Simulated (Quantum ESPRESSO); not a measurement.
**RbSrCl3 (Pm-3m): depth of a soft-mode well, with a fit**

Aim: the energy of RbSrCl3 (Pm-3m) along its softest mode at Γ, fitted by an even polynomial.

Calculated with Quantum ESPRESSO 7.5; DFT LDA, scalar-relativistic, plane waves, PseudoDojo norm-conserving pseudopotentials.

### Step 1. The relaxed structure

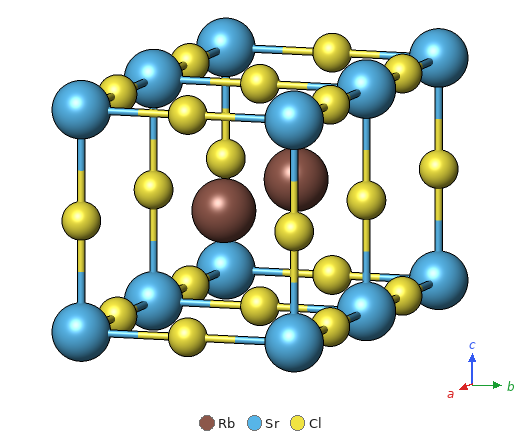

The starting structure, seen slightly off an axis (rubidium brown, strontium blue, chlorine yellow). 2×1×1 cells are drawn. Some periodic images of atoms are drawn too.

As a file:

```cif
data_structure
_symmetry_space_group_name_H-M 'Pm-3m'
_symmetry_Int_Tables_number 221
_cell_length_a 5.4895
_cell_length_b 5.4895
_cell_length_c 5.4895
_cell_angle_alpha 90.000
_cell_angle_beta 90.000
_cell_angle_gamma 90.000
_cell_volume 165.42
loop_
_atom_site_label
_atom_site_type_symbol
_atom_site_symmetry_multiplicity
_atom_site_Wyckoff_symbol
_atom_site_fract_x
_atom_site_fract_y
_atom_site_fract_z
_atom_site_occupancy
Rb1 Rb 1 b 0.50000 0.50000 0.50000 1
Sr1 Sr 1 a 0.00000 0.00000 0.00000 1
Cl1 Cl 3 d 0.50000 0.00000 0.00000 1
```

This is the cell after its relaxation at this level of theory, not the database cell from which that began.

### Step 2. The unstable mode

Linear response at Γ, with the sum rule, finds imaginary modes; the lowest is taken, along z where it is degenerate, and its pattern is scaled so that the atom that moves most moves by Q. Cutoff 75 Ry, k mesh 4×4×4.

Output:

```text
[banners, grids, parts of the stress and lines that vanish by symmetry left out]
Program DYNMAT v.7.5
     Reading Dynamical Matrix from file g.dyn
     ...Force constants read
     ...epsilon and Z* read
     A direction for q was not specified:TO-LO splitting will be absent

     Polarizability (A^3 units)
     multiply by 0.647020 for Clausius-Mossotti correction
        21.544516    0.000000    0.000000
         0.000000   21.544516    0.000000
[...]
IR activities are in (D/A)^2/amu units

# mode   [cm-1]    [THz]      IR
    1    -50.81   -1.5234    1.4671
    2    -50.81   -1.5234    1.4671
[...]
14    275.01    8.2445    3.5726
   15    275.01    8.2445    3.5726

Electronic dielectric permittivity tensor (relative, adimensional)
[...]
... with zone-center polar mode contributions
[...]
-0.000000    4.244471    0.000000
        -0.000000    0.000000    4.244471

=------------------------------------------------------------------------------=
   JOB DONE.
=------------------------------------------------------------------------------=
[end of the log left out, with the tail of the file of modes that dynmat.x writes under the same name]
```

The mode has the frequency 50.8i cm⁻¹ and the mass m = Σ Mᵢ uᵢ² = 157.24 u for this scaling.

```
atom      x      y       z
 Rb1  0.000  0.000   0.995
 Sr2  0.000  0.000  -0.090
 Cl3  0.000  0.000  -1.000
 Cl4  0.000  0.000  -1.000
 Cl5  0.000  0.000  -0.175
```

### Step 3. Energies along the mode

Single points at fixed cell, with no other coordinate relaxed.

From the run at Q = 0.067 Å; the symmetric cell has -3020.0786 eV:

Output:

```text
[banners, grids, parts of the stress and lines that vanish by symmetry left out]
[banner, memory and clock lines left out]
Program PWSCF v.7.5

[...]
kinetic-energy cutoff     =      75.0000  Ry
     charge density cutoff     =     300.0000  Ry
     scf convergence threshold =      1.0E-11
[...]
Exchange-correlation= SLA  PW   NOGX NOGC
                           (   1   4   0   0   0   0   0)
[...]
8 Sym. Ops. (no inversion) found
[...]
number of k points=    18
[...]
End of self-consistent calculation
[...]
highest occupied, lowest unoccupied level (ev):     1.3642    5.8122
!    total energy              =    -221.97192819 Ry
[...]
convergence has been achieved in  11 iterations
[...]
atom    1 type  1   force =     0.00000000    0.00000000    0.00205833
     atom    2 type  2   force =     0.00000000    0.00000000   -0.00020750
     atom    3 type  3   force =     0.00000000    0.00000000   -0.00085008
     atom    4 type  3   force =     0.00000000    0.00000000   -0.00085008
     atom    5 type  3   force =     0.00000000    0.00000000   -0.00015067
     Total force =     0.002397     Total SCF correction =     0.000004

     XML data file, charge density, pseudopotentials, collected wavefunctions
```

The point at Q = 0.133 Å is held back.

```
Q (Å)  energy change (meV/cell)
    0                      0.00
0.067                     -3.31
0.133                         ?
  0.2                    -26.40
0.267                    -42.29
0.333                    -56.58
  0.4                    -65.66
0.467                    -64.68
0.533                    -49.22
  0.6                    -14.20
```

### Step 4. The fit

Least squares on E = a Q² + b Q⁴ + c Q⁶ gives a = -749 meV/Å², b = 2232 meV/Å⁴ and c = -726 meV/Å⁶. The minimum lies at Q = 0.430 Å, 66.7 meV a cell below the symmetric structure.

The curvature at Q = 0 is m ω² = 2a, so ω = 521.47 √(2a/m) cm⁻¹ with a in eV/Å² and m in u: 50.9i cm⁻¹, against 50.8i from linear response. At Q = 0.133 Å the fit predicts -12.55 meV.

### Step 5. The point that was held back

Output:

```text
[banners, grids, parts of the stress and lines that vanish by symmetry left out]
[banner, memory and clock lines left out]
Program PWSCF v.7.5

[...]
kinetic-energy cutoff     =      75.0000  Ry
     charge density cutoff     =     300.0000  Ry
     scf convergence threshold =      1.0E-11
[...]
Exchange-correlation= SLA  PW   NOGX NOGC
                           (   1   4   0   0   0   0   0)
[...]
8 Sym. Ops. (no inversion) found
[...]
number of k points=    18
[...]
c_bands:  1 eigenvalues not converged
     c_bands:  1 eigenvalues not converged
[...]
End of self-consistent calculation
[...]
highest occupied, lowest unoccupied level (ev):     1.3656    5.8186
!    total energy              =    -221.97260613 Ry
[...]
convergence has been achieved in  11 iterations
[...]
atom    1 type  1   force =     0.00000000    0.00000000    0.00381239
     atom    2 type  2   force =     0.00000000    0.00000000   -0.00046228
     atom    3 type  3   force =     0.00000000    0.00000000   -0.00152182
     atom    4 type  3   force =     0.00000000    0.00000000   -0.00152182
     atom    5 type  3   force =     0.00000000    0.00000000   -0.00030646
     Total force =     0.004413     Total SCF correction =     0.000009

     XML data file, charge density, pseudopotentials, collected wavefunctions
```

It lies at -12.54 meV, 0.01 meV from the prediction.

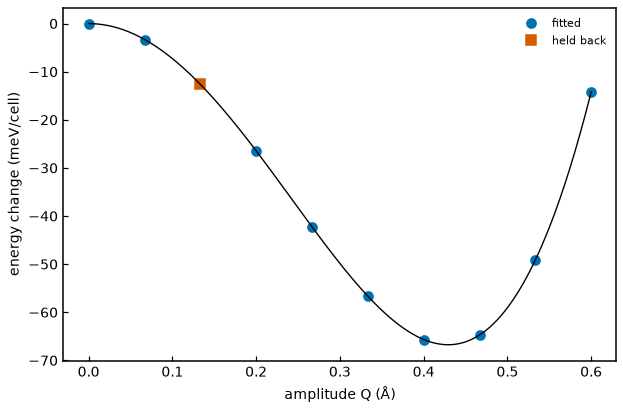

Energy along the mode, with the fit.

### Step 6. What came out

* depth of the well: 66.7 meV a cell
* amplitude at the minimum: 0.43 Å

**Reading.** Along this mode RbSrCl3 (Pm-3m) gains 66.7 meV a cell at Q = 0.43 Å, which is 2.58 times k_BT at 300 K. The curvature of the fit and the linear response differ by 0 % in frequency. Strain and the other modes were held fixed; relaxing them can only deepen the well. A depth for one cell is no transition temperature: that needs the coupling between cells.

[Host names and launcher messages were left out of these logs when they were recorded.]

[Logs are printed without paths, hosts, clocks, repeated set-up lines and the standing remarks that a program may print on its own settings, such as how far it seeks lower states.]

[Hosts, paths, dates, database ids (printed as entryN), source tags and the programs' standing remarks are cut or masked in the printed files.]
